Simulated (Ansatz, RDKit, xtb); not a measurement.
# Which structure has the formula SiNH3BrO?, part 2 of 2

Only the formula SiNH3BrO is given (odd number of electrons). Aim: find the structure of lowest free energy at 298.15 K, then its properties.

xtb, Ansatz and PySCF; isolated molecules. The steps go on from the part before.

### Step 10. The final energy

Each finalist gets a single point at CCSD(T)/def2-SVP + MP2/def2-TZVPP - MP2/def2-SVP.

c007a, CCSD(T)/def2-SVP:

File input.yaml:

```yaml
basis:
  gaussian: {orbitals: def2-SVP}
crystal:
  periodic: [false, false, false]
  atoms:
    - symbol: Br
      position_ang: [0.247341, 1.315470, -1.705564]
    - symbol: N
      position_ang: [-2.802069, 0.776916, -0.744894]
    - symbol: O
      position_ang: [-2.095134, -0.788535, -2.780575]
    - symbol: Si
      position_ang: [-1.486753, -0.137938, -1.367240]
    - symbol: H
      position_ang: [-3.754469, 0.433127, -0.831829]
    - symbol: H
      position_ang: [-2.681269, 1.412397, 0.036760]
    - symbol: H
      position_ang: [-1.537839, -1.451035, -3.208160]
magnetization: {spin_polarized: true, initial_magnetization: 1}
correlation: {method: ccsd_t, frozen_orbitals: {H: 0, Si: 5, Br: 9, "N": 1, O: 1}}
scf: {omitted_lower_state_checks: [cluster_reference]}
```

Launch:

```
ansatz run input.yaml --threads 2 --pin off --max-ram 4350MiB --events-out events.jsonl --progress --plain --runs-dir runs
```

What it wrote, cut to the lines that bear on the results:

```text
Warning: RAYON_NUM_THREADS=2 ignored (pool sized by the plan → 2); use --threads N
Functional definition: HF
  name "HF"
[...]
901 factors; integrals over basis functions are off by at most 1.1e-3 eV
[...]
mean field -81416.06017259 eV, -2991.9850255550 hartree, gradient 1.1e-6 eV, S^2 0.756940; 0 other end points of the search recorded, 0 dependent functions left out
16 core orbitals not correlated: weight in the atoms' cores, before any rotation towards them, 1.000 or more for the frozen orbitals, at most 0.000 for the correlated occupied ones
reference -81416.06017259 eV, -2991.9850255550 hartree; 18, 17 occupied and 59, 60 virtual orbitals, 901 factors
second order -18.05315753 eV of doubles, -0.00000000 eV of singles
cycle   1  -18.17403030 eV  change   -1.2e-1 eV  update   8.9e-2
[...]
cycle  10  -18.64657361 eV  change    4.4e-5 eV  update   3.7e-5
perturbative correction -0.44371932 eV, -0.0163063841 hartree
Total energy: -81435.15046551 eV, -2992.6865808801 hartree
Checks for a lower state left out: cluster_reference
```

Wall time 17 s (2 threads of Arm Neoverse V2, shared host); peak memory 0.67 GiB.

### Step 11. c007a at MP2/def2-TZVPP

File input.yaml:

```yaml
crystal:
  periodic: [false, false, false]
  atoms:
    - {symbol: Br, position_ang: [0.247341, 1.315470, -1.705564]}
    - {symbol: N, position_ang: [-2.802069, 0.776916, -0.744894]}
    - {symbol: O, position_ang: [-2.095134, -0.788535, -2.780575]}
    - {symbol: Si, position_ang: [-1.486753, -0.137938, -1.367240]}
    - {symbol: H, position_ang: [-3.754469, 0.433127, -0.831829]}
    - {symbol: H, position_ang: [-2.681269, 1.412397, 0.036760]}
    - {symbol: H, position_ang: [-1.537839, -1.451035, -3.208160]}
basis:
  gaussian:
    orbitals: def2-TZVPP
total_charge: 0
magnetization:
  spin_polarized: true
  initial_magnetization: 1
correlation:
  method: mp2
  frozen_orbitals: {H: 0, Si: 5, Br: 9, "N": 1, O: 1}
```

Launch:

```
ansatz run input.yaml --threads 2 --pin off --max-ram 4350MiB --events-out events.jsonl --progress --plain --runs-dir runs
```

What it wrote:

```text
Warning: RAYON_NUM_THREADS=2 ignored (pool sized by the plan → 2); use --threads N
Functional definition: HF
  name "HF"
  exchange = exact_x
  correlation = 0
1205 factors; integrals over basis functions are off by at most 1.0e-3 eV
mean field evaluation 1: about -81427.6665 eV, gradient 3.3e1 eV
mean field evaluation 2: about -81427.6706 eV, gradient 3.3e1 eV
mean field evaluation 4: about -81432.1236 eV, gradient 2.9e0 eV
mean field evaluation 8: about -81432.2481 eV, gradient 2.0e-1 eV
mean field -81432.24916461 eV, -2992.5799600385 hartree, gradient 7.1e-6 eV, S^2 0.757779; 0 other end points of the search recorded, 0 dependent functions left out
16 core orbitals not correlated: weight in the atoms' cores, before any rotation towards them, 1.000 or more for the frozen orbitals, at most 0.000 for the correlated occupied ones
reference -81432.24916461 eV, -2992.5799600385 hartree; 18, 17 occupied and 160, 161 virtual orbitals, 1205 factors
second order -22.47512588 eV of doubles, -0.00000000 eV of singles
Total energy: -81454.72429048 eV, -2993.4059056802 hartree
```

Wall time 4.8 s (2 threads of Arm Neoverse V2, shared host).

### Step 12. c007b at CCSD(T)/def2-SVP

File input.yaml:

```yaml
crystal:
  periodic: [false, false, false]
  atoms:
    - {symbol: Br, position_ang: [0.755139, -0.450458, 1.321136]}
    - {symbol: "N", position_ang: [-1.379976, 0.334545, -0.920468]}
    - {symbol: O, position_ang: [0.680032, -1.203957, -1.900181]}
    - {symbol: Si, position_ang: [0.331113, 0.048655, -0.861957]}
    - {symbol: H, position_ang: [-1.819589, 0.871852, -0.176892]}
    - {symbol: H, position_ang: [-1.815631, 0.529716, -1.819699]}
    - {symbol: H, position_ang: [0.061677, -1.949553, -1.892958]}
basis:
  gaussian:
    orbitals: def2-SVP
magnetization:
  spin_polarized: true
  initial_magnetization: 1
scf:
  omitted_lower_state_checks: [cluster_reference]
correlation:
  method: ccsd_t
  frozen_orbitals: {H: 0, Si: 5, Br: 9, "N": 1, O: 1}
```

Launch:

```
ansatz run input.yaml --threads 2 --pin off --max-ram 4350MiB --events-out events.jsonl --progress --plain --runs-dir runs
```

What it wrote, cut to the lines that bear on the results:

```text
Warning: RAYON_NUM_THREADS=2 ignored (pool sized by the plan → 2); use --threads N
Functional definition: HF
  name "HF"
[...]
901 factors; integrals over basis functions are off by at most 7.6e-4 eV
[...]
mean field -81416.02694375 eV, -2991.9838044177 hartree, gradient 2.0e-6 eV, S^2 0.755754; 0 other end points of the search recorded, 0 dependent functions left out
16 core orbitals not correlated: weight in the atoms' cores, before any rotation towards them, 1.000 or more for the frozen orbitals, at most 0.000 for the correlated occupied ones
reference -81416.02694375 eV, -2991.9838044177 hartree; 18, 17 occupied and 59, 60 virtual orbitals, 901 factors
second order -18.03385589 eV of doubles, -0.00000000 eV of singles
cycle   1  -18.15861213 eV  change   -1.2e-1 eV  update   8.7e-2
[...]
cycle  11  -18.62559629 eV  change   -3.2e-5 eV  update   1.6e-5
perturbative correction -0.44204117 eV, -0.0162447132 hartree
Total energy: -81435.09458120 eV, -2992.6845271696 hartree
Checks for a lower state left out: cluster_reference
```

Wall time 18 s (2 threads of Arm Neoverse V2, shared host); peak memory 0.67 GiB.

### Step 13. Free energies and the winner

Energies in kcal/mol from c007a; G adds the thermal terms to the CCSD(T)/def2-SVP + MP2/def2-TZVPP - MP2/def2-SVP energy. The columns left of the relaxed level are at the tight-binding geometries.

| label | SMILES | spin | GFN2-xTB | HF/STO-3G | r2SCAN-D4/def2-SVP | B3LYP-D3(BJ)/def2-SVP | HF/def2-SVP | MP2/def2-SVP | CCSD(T)/def2-SVP + MP2/def2-TZVPP - MP2/def2-SVP | G | share at equilibrium | T1 |
| --- | --- | --- | --- | --- | --- | --- | --- | --- | --- | --- | --- | --- |
| c007a | N[Si](O)Br | doublet | 0.0 | 0.0 | 0.0 | 0.0 | 0.0 | 0.0 | 0.0 | 0.0 | 81.3 % | 0.012 |
| c007b | N[Si](O)Br | doublet | -0.9 | 1.5 | 1.3 | 1.7 | 0.8 | 1.2 | 0.8 | 0.9 | 18.7 % | 0.012 |
| c102b | [NH3][Si]([O])[Br] ‡ | doublet | 11.7 | 37.8 | 22.4 | 21.5 | 32.7 | 21.6 | 23.5 | 24.2 | < 0.1 % | 0.017 |

‡ marks the bonded skeleton alone, with all bonds drawn single: no Lewis structure was assigned that passes a check against the bond lengths.

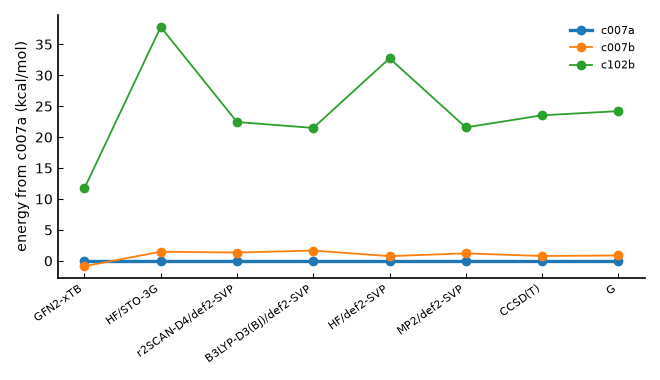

The finalists at each level, measured from c007a.

Lowest found: c007a, `N[Si](O)Br`, a doublet of point group C1. Bond lengths: Br1–Si4 2.288 Å, N2–Si4 1.719 Å, O3–Si4 1.671 Å, N2–H5 1.016 Å, N2–H6 1.015 Å, O3–H7 0.966 Å. Angles: Br1–Si4–N2 107.2°, Br1–Si4–O3 113.5°, N2–Si4–O3 103.6°, Si4–N2–H5 120.4°, Si4–N2–H6 121.4°, Si4–O3–H7 115.6°, H5–N2–H6 112.9°.

```xyz
7

Br    0.2473    1.3155   -1.7056
N    -2.8021    0.7769   -0.7449
O    -2.0951   -0.7885   -2.7806
Si   -1.4868   -0.1379   -1.3672
H    -3.7545    0.4331   -0.8318
H    -2.6813    1.4124    0.0368
H    -1.5378   -1.4510   -3.2082
```

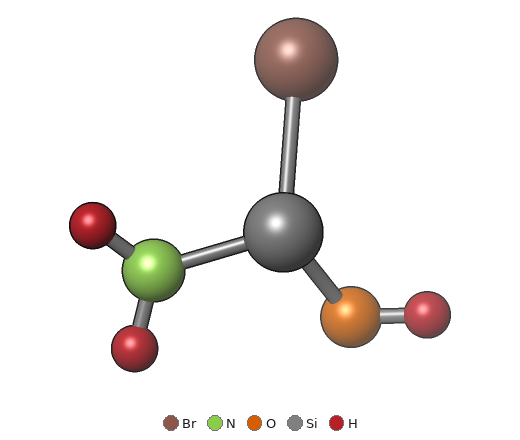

The lowest structure found, seen from a chosen angle (bromine brown, nitrogen green, oxygen orange, silicon grey, hydrogen red).

### Step 14. Density, orbitals and dipole (PBE0/def2-TZVPD)

File input.yaml:

```yaml
crystal:
  periodic: [false, false, false]
  atoms:
    - symbol: Br
      position_ang: [0.247341, 1.315470, -1.705564]
    - symbol: N
      position_ang: [-2.802069, 0.776916, -0.744894]
    - symbol: O
      position_ang: [-2.095134, -0.788535, -2.780575]
    - symbol: Si
      position_ang: [-1.486753, -0.137938, -1.367240]
    - symbol: H
      position_ang: [-3.754469, 0.433127, -0.831829]
    - symbol: H
      position_ang: [-2.681269, 1.412397, 0.036760]
    - symbol: H
      position_ang: [-1.537839, -1.451035, -3.208160]
basis:
  gaussian: {orbitals: def2-TZVPD}
magnetization: {spin_polarized: true, initial_magnetization: 1}
hamiltonian: {xc: {name: PBE0}}
output: {forces: true, orbitals: {seedname: orbitals}}
```

Launch:

```
ansatz run input.yaml --threads 2 --pin off --max-ram 4350MiB --events-out events.jsonl --progress --plain --runs-dir runs
```

What it wrote, cut to the lines that bear on the results:

```text
Warning: RAYON_NUM_THREADS=2 ignored (pool sized by the plan → 2); use --threads N
Functional definition: PBE0
  name "PBE0"
[...]
1284 factors; their error is unknown
[...]
mean field -81498.82387905 eV, -2995.0265356683 hartree, gradient 1.2e-5 eV, S^2 0.753107; 0 other end points of the search recorded, 0 dependent functions left out
[...]
reference -81498.82392460 eV, -2995.0265373419 hartree; 34, 33 occupied and 170, 171 virtual orbitals, 1284 factors
Total energy: -81498.82392460 eV, -2995.0265373419 hartree
Atom 0 at     0.247341     1.315470    -1.705564 Å, force    -0.299115    -0.280189     0.063312 eV/Å
Atom 1 at    -2.802069     0.776916    -0.744894 Å, force     0.108408    -0.179255     0.013645 eV/Å
Atom 2 at    -2.095134    -0.788535    -2.780575 Å, force     0.425500     0.096287     0.511859 eV/Å
Atom 3 at    -1.486753    -0.137938    -1.367240 Å, force    -0.387183     0.302965    -0.496131 eV/Å
Atom 4 at    -3.754469     0.433127    -0.831829 Å, force     0.341585     0.100180     0.046313 eV/Å
Atom 5 at    -2.681269     1.412397     0.036760 Å, force    -0.032865    -0.236849    -0.270518 eV/Å
Atom 6 at    -1.537839    -1.451035    -3.208160 Å, force    -0.156331     0.196862     0.131519 eV/Å
Dipole moment:    -0.305930    -0.262141     0.180715 e Å
```

Wall time 9.3 s (2 threads of Arm Neoverse V2, shared host); peak memory 0.76 GiB.

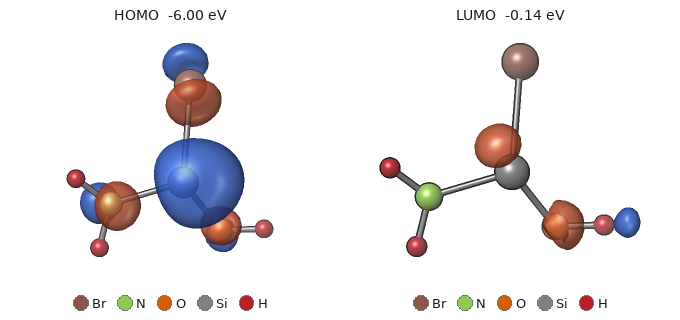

Frontier orbitals of this run (spin up), surfaces at ±0.2 Å^-3/2.

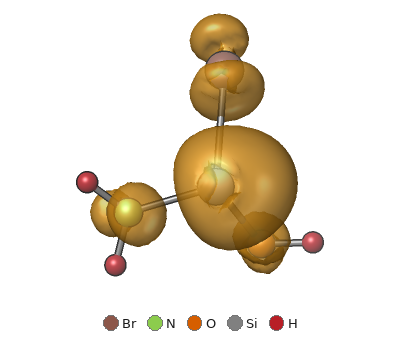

Spin density, surfaces at ±0.03 e/Å³.

### Step 15. Frequencies after a tight-binding relaxation (GFN2-xTB)

File start.xyz:

```xyz
7
c007a
Br     0.247341     1.315470    -1.705564
N     -2.802069     0.776916    -0.744894
O     -2.095134    -0.788535    -2.780575
Si    -1.486753    -0.137938    -1.367240
H     -3.754469     0.433127    -0.831829
H     -2.681269     1.412397     0.036760
H     -1.537839    -1.451035    -3.208160
```

Launch:

```
xtb start.xyz --gfn 2 --ohess tight --uhf 1
```

What it wrote, cut to the lines that bear on the results:

```text
* xtb version 6.7.1
[...]
          :  # basis functions                  31          :
[...]
          :  # electrons                        25          :
[...]
          :  Hamiltonian                  GFN2-xTB          :
[...]
          :  net charge                          0          :
          :  unpaired electrons                  1          :
[...]
   *** convergence criteria satisfied after 15 iterations ***
[...]
   *** GEOMETRY OPTIMIZATION CONVERGED AFTER 15 ITERATIONS ***
[...]
   *** convergence criteria satisfied after 3 iterations ***
[...]
         ::                     SUMMARY                     ::
         :::::::::::::::::::::::::::::::::::::::::::::::::::::
         :: total energy             -14.375742072780 Eh    ::
         :: gradient norm              0.000748551128 Eh/a0 ::
         :: HOMO-LUMO gap              4.123053568648 eV    ::
         ::.................................................::
         :: SCC energy               -14.468192785625 Eh    ::
         :: -> isotropic ES            0.050508270878 Eh    ::
         :: -> anisotropic ES         -0.001148614982 Eh    ::
         :: -> anisotropic XC         -0.007971487026 Eh    ::
         :: -> dispersion             -0.004379012659 Eh    ::
         :: repulsion energy           0.092450712845 Eh    ::
         :: add. restraining           0.000000000000 Eh    ::
         :: total charge               0.000000000000 e     ::
         :::::::::::::::::::::::::::::::::::::::::::::::::::::
[...]
        13        1.0000           -0.3159561              -8.5976 (HOMO)
        14                         -0.1644367              -4.4745 (LUMO)
[...]
     #   Z          covCN         q      C6AA      α(0)
     1  35          0.826    -0.272   192.379    22.363
     2   7          2.542    -0.380    29.852     8.114
     3   8          1.576    -0.471    22.332     6.377
     4  14          2.419     0.505   175.923    28.934
     5   1          0.861     0.162     1.325     1.803
     6   1          0.861     0.153     1.382     1.842
     7   1          0.809     0.304     0.709     1.322
[...]
          | TOTAL ENERGY              -14.375742072797 Eh   |
          | TOTAL ENTHALPY            -14.328809714417 Eh   |
          | TOTAL FREE ENERGY         -14.367609833874 Eh   |
          | GRADIENT NORM               0.000748500962 Eh/α |
[...]
```

Run time: 0.11 s. Hardware: 2 threads of Arm Neoverse V2, shared host.

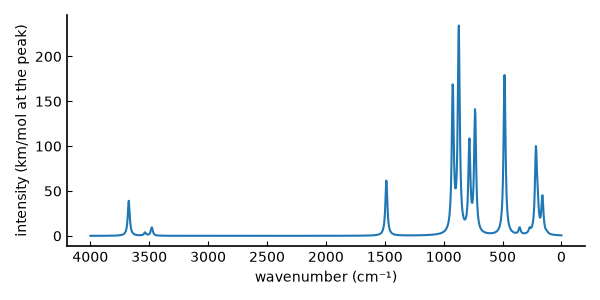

Harmonic infrared spectrum, unscaled, lines broadened by 10 cm⁻¹.

### Step 16. The cation at the same geometry (PBE0/def2-TZVPD)

Changes to input.yaml since step 14:

```diff
@@ -1 +1,4 @@
+basis:
+  gaussian:
+    orbitals: def2-TZVPD
 crystal:
@@ -17,6 +20,4 @@
       position_ang: [-1.537839, -1.451035, -3.208160]
-basis:
-  gaussian: {orbitals: def2-TZVPD}
-magnetization: {spin_polarized: true, initial_magnetization: 1}
-hamiltonian: {xc: {name: PBE0}}
-output: {forces: true, orbitals: {seedname: orbitals}}
+total_charge: 1
+hamiltonian:
+  xc: pbe0
```

Launch:

```
ansatz run input.yaml --threads 2 --pin off --max-ram 4350MiB --events-out events.jsonl --progress --plain --runs-dir runs
```

What it wrote:

```text
Warning: RAYON_NUM_THREADS=2 ignored (pool sized by the plan → 2); use --threads N
Functional definition: PBE0
  name "PBE0"
  parameter a = 0.25
  parameter kappa = 0.804
  parameter beta = 0.06672455060314922
  exchange = (1 - a)*pbe_x(kappa = kappa, mu = beta*pi^2/3) + a*exact_x
  correlation = pbe_c(beta = beta)
1284 factors; their error is unknown
mean field evaluation 1: about -81471.3668 eV, gradient 1.0e2 eV
mean field evaluation 2: about -81393.8062 eV, gradient 1.9e2 eV
mean field evaluation 4: about -81490.2505 eV, gradient 1.1e1 eV
mean field evaluation 8: about -81490.4388 eV, gradient 1.0e-1 eV
mean field evaluation 16: about -81490.7654 eV, gradient 1.3e-4 eV
mean field -81490.76541464 eV, -2994.7303925633 hartree, gradient 5.0e-5 eV, S^2 0.000000; 0 other end points of the search recorded, 0 dependent functions left out
reference -81490.76545087 eV, -2994.7303938947 hartree; 33, 33 occupied and 171, 171 virtual orbitals, 1284 factors
Total energy: -81490.76545087 eV, -2994.7303938947 hartree
```

Wall time 3.6 s (2 threads of Arm Neoverse V2, shared host).

Difference from the parent: 8.06 eV. Only this spin of the product was run; a higher spin can lie lower.

### Step 17. The anion at the same geometry (PBE0/def2-TZVPD)

Changes to input.yaml since step 16:

```diff
@@ -8,3 +8,3 @@
       position_ang: [0.247341, 1.315470, -1.705564]
-    - symbol: N
+    - symbol: "N"
       position_ang: [-2.802069, 0.776916, -0.744894]
@@ -20,4 +20,9 @@
       position_ang: [-1.537839, -1.451035, -3.208160]
-total_charge: 1
+total_charge: -1
+magnetization:
+  spin_polarized: false
+  initial_magnetization: 0
 hamiltonian:
-  xc: pbe0
+  xc: {name: PBE0}
+scf:
+  lower_state_search: off
```

Launch:

```
ansatz run input.yaml --threads 2 --pin off --max-ram 4350MiB --events-out events.jsonl --progress --plain --runs-dir runs
```

What it wrote, cut to the lines that bear on the results:

```text
Warning: RAYON_NUM_THREADS=2 ignored (pool sized by the plan → 2); use --threads N
Functional definition: PBE0
  name "PBE0"
[...]
1284 factors; their error is unknown
[...]
mean field -81499.74741872 eV, -2995.0604751251 hartree, gradient 1.5e-6 eV, S^2 0.000000; 0 other end points of the search recorded, 0 dependent functions left out
reference -81499.74745253 eV, -2995.0604763675 hartree; 34, 34 occupied and 170, 170 virtual orbitals, 1284 factors
Total energy: -81499.74745253 eV, -2995.0604763675 hartree
Checks for a lower state left out: stability, starts, cluster_reference, orbital_swaps, neighbouring_geometries, increment
```

Run time: 2.5 s. Hardware: 2 threads of Arm Neoverse V2, shared host.

Parent less the species with the added electron: 0.92 eV.

### Step 18. The quartet at the same geometry (PBE0/def2-TZVPD)

File input.yaml:

```yaml
crystal:
  periodic: [false, false, false]
  atoms:
    - {symbol: Br, position_ang: [0.247341, 1.315470, -1.705564]}
    - {symbol: N, position_ang: [-2.802069, 0.776916, -0.744894]}
    - {symbol: O, position_ang: [-2.095134, -0.788535, -2.780575]}
    - {symbol: Si, position_ang: [-1.486753, -0.137938, -1.367240]}
    - {symbol: H, position_ang: [-3.754469, 0.433127, -0.831829]}
    - {symbol: H, position_ang: [-2.681269, 1.412397, 0.036760]}
    - {symbol: H, position_ang: [-1.537839, -1.451035, -3.208160]}
basis:
  gaussian:
    orbitals: def2-TZVPD
magnetization:
  spin_polarized: true
  initial_magnetization: 3
hamiltonian:
  xc: {name: PBE0}
```

Launch:

```
ansatz run input.yaml --threads 2 --pin off --max-ram 4350MiB --events-out events.jsonl --progress --plain --runs-dir runs
```

What it wrote:

```text
Warning: RAYON_NUM_THREADS=2 ignored (pool sized by the plan → 2); use --threads N
Functional definition: PBE0
  name "PBE0"
  parameter a = 0.25
  parameter kappa = 0.804
  parameter beta = 0.06672455060314922
  exchange = (1 - a)*pbe_x(kappa = kappa, mu = beta*pi^2/3) + a*exact_x
  correlation = pbe_c(beta = beta)
1284 factors; their error is unknown
mean field evaluation 1: about -81476.8181 eV, gradient 6.0e1 eV
mean field evaluation 2: about -81373.2048 eV, gradient 1.5e2 eV
mean field evaluation 4: about -81482.3453 eV, gradient 4.4e1 eV
mean field evaluation 8: about -81491.6415 eV, gradient 9.4e-1 eV
mean field evaluation 16: about -81492.0322 eV, gradient 3.3e-1 eV
mean field evaluation 32: about -81492.0691 eV, gradient 4.2e0 eV
mean field -81492.36416161 eV, -2994.7891454309 hartree, gradient 6.0e-6 eV, S^2 3.756715; 8 other end points of the search recorded, 0 dependent functions left out
reference -81492.36420838 eV, -2994.7891471495 hartree; 35, 32 occupied and 169, 172 virtual orbitals, 1284 factors
Total energy: -81492.36420838 eV, -2994.7891471495 hartree
```

Run time: 30 s. Hardware: 2 threads of Arm Neoverse V2, shared host; peak memory 0.84 GiB.

It lies 6.46 eV above the doublet.

### Step 19. Results

This closing draws on all 2 parts.

| quantity | value |
| --- | --- |
| lowest structure found | N[Si](O)Br, doublet, C1 |
| next finalist | N[Si](O)Br, doublet, 0.9 kcal/mol higher in G |
| share at equilibrium, among the finalists | 81.3 % |
| funnel | 39 starts, 29 minima at GFN2-xTB, 6 screening runs, 1 rescued, 3 relaxed, 3 ranked |
| CPU time of all runs | 46 min |
| harmonic wavenumbers, lowest and highest (B3LYP-D3(BJ)/def2-SVP) | 109 and 3863 cm⁻¹ |
| rotational constants, same geometry | 0.2305, 0.06426, 0.05284 cm⁻¹ |
| dipole moment (PBE0/def2-TZVPD) | 2.12 D |
| HOMO energy (highest over α and β) (PBE0/def2-TZVPD) | -6.00 eV |
| LUMO energy (lowest over α and β) (PBE0/def2-TZVPD) | -2.51 eV |
| vertical ionisation energy (to the singlet cation) | 8.06 eV |
| vertical electron affinity | 0.92 eV |
| vertical quartet less doublet | +6.46 eV |

In words: `N[Si](O)Br` comes out lowest. The next finalist is drawn with the same bonds. At 0.9 kcal/mol the two aren't resolved. GFN2-xTB, HF/STO-3G, r2SCAN-D4/def2-SVP, B3LYP-D3(BJ)/def2-SVP, HF/def2-SVP and MP2/def2-SVP already put its bonding pattern lowest among the structures in one piece. The largest share of the time went into recheck (51 %). Lowest found is not proven lowest: the search is finite, and each finalist counts with one conformer. Patterns outside the rules of the enumeration were met only by chance.
